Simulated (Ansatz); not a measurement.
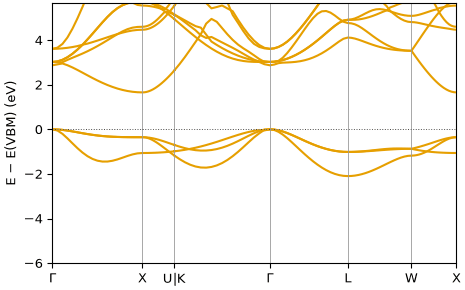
Fig. 1. Band structure from PBE in the plane-wave PAW code Ansatz

**Question.** Read off the gap and where the band edges lie.

**Answer.** About 1.7 eV (1.66 eV by a search for the band edges); maximum at Γ, minimum at X.

**Question.** Which of these materials gives this?
A) AgCl, rock salt
B) PbS, rock salt
C) BaTe, rock salt
D) TePb, rock salt

**Answer.** C, BaTe, rock salt

Space group Fm-3m (rock salt). Symmetry was held in the PBE relaxation. Scalar-relativistic: spin–orbit coupling is off unless named, which matters more the heavier the elements.

Potentials: the later of the program's two PAW sets.
